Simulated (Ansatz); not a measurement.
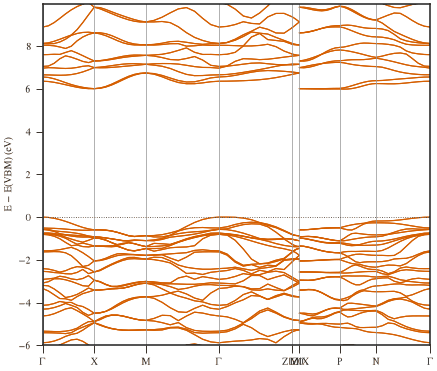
Figure. Band structure from plane-wave PAW r²SCAN with spin–orbit coupling (Ansatz code)

The gap is 5.99 eV; an edge lies off the plotted path or next to a special point (maximum at Γ, minimum off the standard path).

The material is HfSiO₄ in space group I4_1/amd (No. 141; O on 16h, Si on 4b, Hf on 4a).

Symmetry was held in the r²SCAN relaxation. The run is not spin-polarised.

Potentials: the later of the program's two PAW sets.
